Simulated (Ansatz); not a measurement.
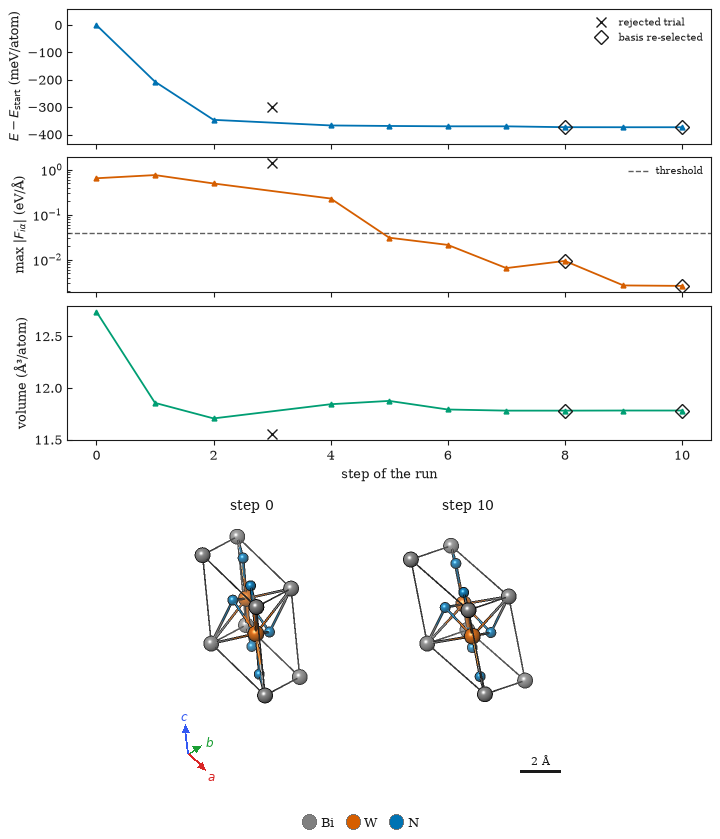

First and last geometry of a relaxation of solid BiW2N4 (built on the YTi2Ga4 type) (coarse preliminary run), with the history of the run. The picture is a ball-and-stick view of the cell of the calculation, seen slightly off an axis.

Case: YTi2Ga4 type (I4/mmm, No. 139).

All numbers below come from DFT PBE, scalar-relativistic, plane waves, PAW in Ansatz.

The input:
```yaml
crystal:
  lattice:
    - [-3.0103843887, 3.0103843887, 2.4596168039]
    - [3.0103843887, -3.0103843887, 2.4596168039]
    - [3.0103843887, 3.0103843887, -2.4596168039]
  atoms:
    - { symbol: Bi, position: [0.0, 0.0, 0.0] }
    - { symbol: W, position: [0.75, 0.25, 0.5] }
    - { symbol: W, position: [0.25, 0.75, 0.5] }
    - { symbol: "N", position: [0.303, 0.303, 0.606] }
    - { symbol: "N", position: [0.303, 0.697, 0.0] }
    - { symbol: "N", position: [0.697, 0.697, 0.394] }
    - { symbol: "N", position: [0.697, 0.303, 0.0] }
basis:
  ecutwfc: 420
kpoints:
  mp_grid: { grid: [4, 4, 4] }
hamiltonian:
  xc: pbe
scf:
  occupations: { method: gaussian, width: 0.1 }
  lower_state_search: "off"
output:
  forces: true
  stress: true
  eigenvalues: true
relax:
  adjacent_minimum: "off"
  f_tol: 0.04
  max_steps: 70
  cell: { stress_tol: 0.4 }
```

Run as
```bash
ansatz run input.yaml --threads 1 --pin off --max-ram 2560MiB --backend cpu --events-out ev --progress --plain --runs-dir out
```

Q: Read the history and describe the run.

A: It converged. The largest moves relative to the cell, 0.22 Å, are those of N4, N5, N6 and N7. N4 goes along [−1 −1 −2]. W and Bi stay in place. The volume changes by −7.5 %, with a = b = c 4.917 → 4.750 Å (−3.4 %), α 104.5° → 109.1°, β 104.5° → 109.1°, γ 120.0° → 110.1°. Some distances before and after: Bi1–N4 2.580 → 2.142 Å, W2–W3 2.460 → 2.720 Å, Bi1–W2 3.252 → 3.071 Å, W2–N4 2.499 → 2.383 Å. Among the angles between lasting bonds that change: W2–N7–W2 159.2° → 170.6°, W2–N7–W3 58.9° → 69.6°, W2–N7–W3 116.8° → 109.6°. The space group stays I4/mmm (No. 139). Over 7 accepted moves (10 points after the start) the energy falls by 373 meV per atom. Largest force component: 0.65 eV/Å at the start, 0.0026 eV/Å at the end. The pressure goes from −11.65 to 0.08 GPa. The line search rejected the trial step at point 3 of the run. The SCF was repeated twice at an unchanged geometry on a basis and grid sized afresh for the cell, which shifted the energy by 3.1 meV per atom at most.
